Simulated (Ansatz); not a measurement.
Run report: Al₂N₂H₄F₄, single-point calculation

The run: single-point calculation of Al₂N₂H₄F₄, SMILES [F][Al-]1([F])[NH2+][Al-]([F])([F])[NH2+]1. Method and program: RKS PBE0-D4/def2-TZVPP (Ansatz 0.2.0).

The geometry comes from this level: PBE0-D4/def2-TZVP.

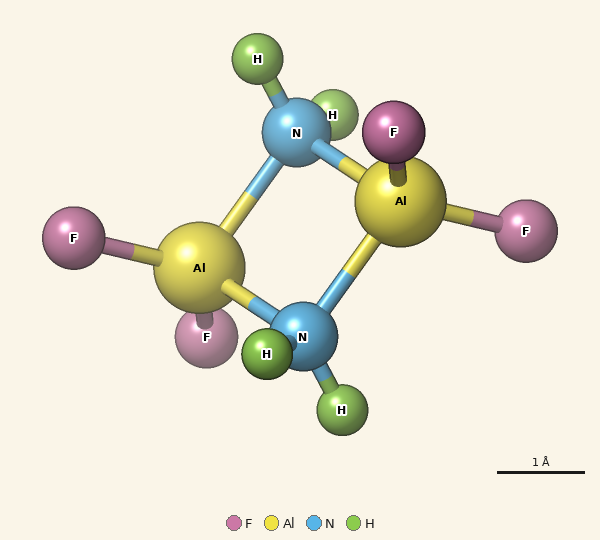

**Figure 1.** The structure as given in the input (ball-and-stick view, seen at a tilt). Sticks mark near contacts. Bond lengths as drawn: Al–F 1.65 Å, Al–N 1.93 Å and H–N 1.01 Å.

## Summary

- outcome: converged
- total energy: −27107.1969 eV
- mean-field energy: −27106.9322 eV
- dispersion energy: −0.2647 eV
- SCF solution under orbital rotations: stable
- HOMO: −10.03 eV
- LUMO: −0.45 eV
- hardware: 4 threads of Arm Neoverse V1, 23 GiB of memory available, shared host
- wall time: 8.5 s (CPU time 32 s)
- peak memory: 1.2 GiB

## The input
```yaml
crystal:
  periodic: [false, false, false]
  atoms:
    - {symbol: F, position_ang: [0.684704, -0.728197, 2.417923]}
    - {symbol: Al, position_ang: [0.936927, -0.624987, 0.789761]}
    - {symbol: F, position_ang: [2.292998, -1.258252, 0.093209]}
    - {symbol: N, position_ang: [0.638467, 1.175940, 0.173176]}
    - {symbol: Al, position_ang: [-0.937061, 0.625011, -0.789599]}
    - {symbol: F, position_ang: [-2.292438, 1.257714, -0.091160]}
    - {symbol: F, position_ang: [-0.686588, 0.729263, -2.417951]}
    - {symbol: N, position_ang: [-0.638081, -1.176097, -0.173766]}
    - {symbol: H, position_ang: [0.467751, 1.851813, 0.910656]}
    - {symbol: H, position_ang: [1.379786, 1.551212, -0.409421]}
    - {symbol: H, position_ang: [-1.379425, -1.551746, 0.408571]}
    - {symbol: H, position_ang: [-0.467040, -1.851684, -0.911419]}
basis:
  gaussian: {orbitals: def2-TZVPP}
hamiltonian: {xc: pbe0, dispersion: d4}
output: {orbitals: {seedname: orbitals}}
```

Command:
```bash
ansatz run in.yaml --threads 4 --pin off --events-out ev --progress --plain --max-ram 11315MiB
```

## What the program printed
```
Functional definition: PBE0
  name "PBE0"
  cite "Adamo & Barone, J. Chem. Phys. 110, 6158 (1999) doi:10.1063/1.478522"
  cite "Perdew, Burke & Ernzerhof, Phys. Rev. Lett. 77, 3865 (1996) doi:10.1103/PhysRevLett.77.3865"
  parent pbe
  parameter a = 0.25
  parameter kappa = 0.804
  parameter beta = 0.06672455060314922
  exchange = (1 - a)*pbe_x(kappa = kappa, mu = beta*pi^2/3) + a*exact_x
  correlation = pbe_c(beta = beta)
1770 factors; their error is unknown
mean field evaluation 1: about -27091.2672 eV, gradient 1.0e2 eV
mean field evaluation 2: about -27077.5657 eV, gradient 1.4e2 eV
mean field evaluation 4: about -27106.8148 eV, gradient 5.2e0 eV
mean field evaluation 8: about -27106.8697 eV, gradient 7.8e-2 eV
mean field evaluation 16: about -27106.9321 eV, gradient 2.0e-5 eV
mean field -27106.93212059 eV, -996.1613816932 hartree, gradient 2.0e-5 eV, S^2 0.000000; 0 other end points of the search recorded, 0 dependent functions left out
reference -27106.93216132 eV, -996.1613831900 hartree; 40, 40 occupied and 286, 286 virtual orbitals, 1770 factors
Total energy: -27107.19687397 eV, -996.1711112003 hartree
```

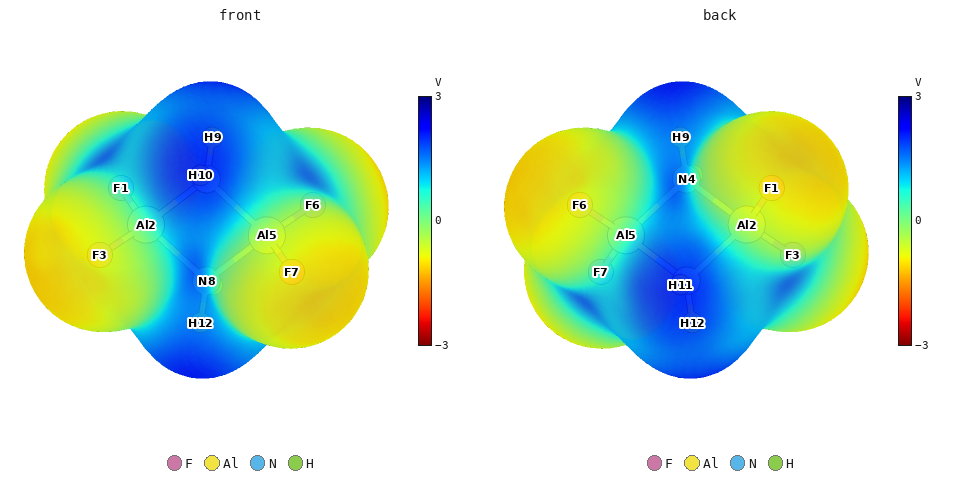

**Figure 2.** The electrostatic potential painted on the density surface at 0.001 e/bohr³, seen at a tilt and from behind; red is negative and blue positive.

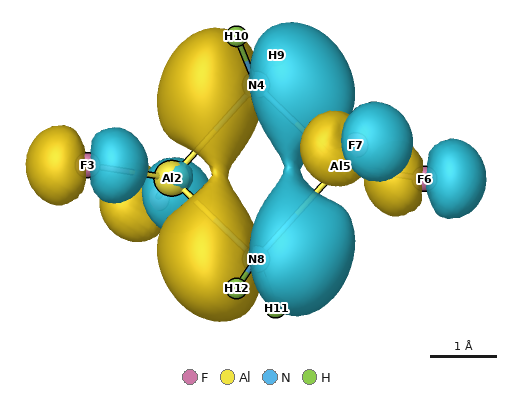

**Figure 3.** One frontier orbital at ±0.1 Å⁻³ᐟ² (yellow and cyan are the two phases), seen at a tilt. The HOMO−1, at −10.50 eV. By Hirshfeld shares it lies mainly on N4 (25 %) and N8 (25 %); it is ungerade (odd under inversion).

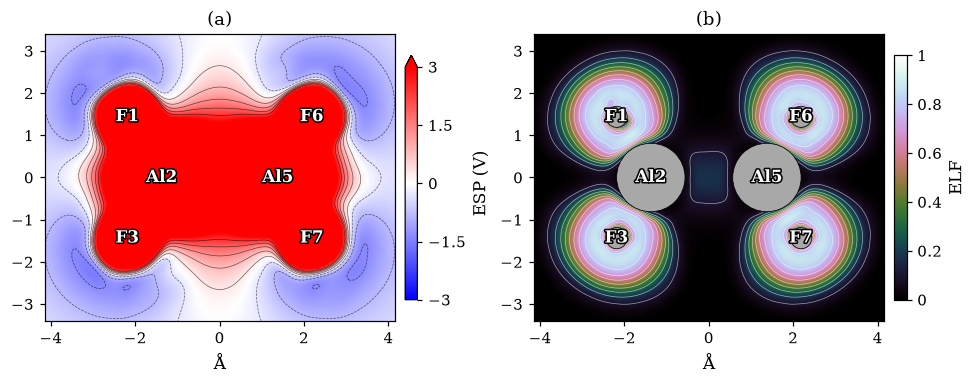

**Figure 4.** (a) electrostatic potential; (b) ELF on the plane of atoms F1, Al2 and F3. Grey discs, where drawn, cover atomic cores. Atoms in the plane: F and Al. Al–F (1.65 Å): the ELF peaks at about 0.90 in the valence shell of F, 0.5 Å from its nucleus, and is about 0.25 at the midpoint.

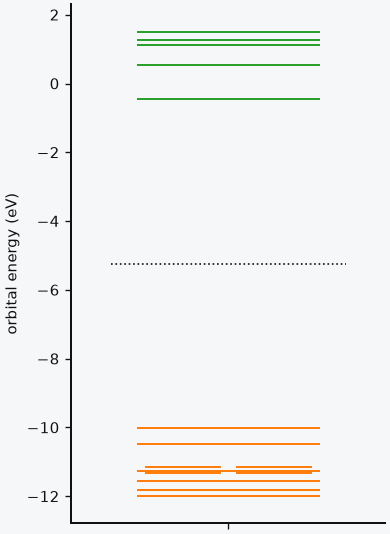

**Figure 5.** Orbital energies near the frontier; the dotted line parts filled from empty levels, and levels within 0.02 eV of each other stand side by side. Highest filled −10.03 eV, lowest empty −0.45 eV, 9.58 eV apart.
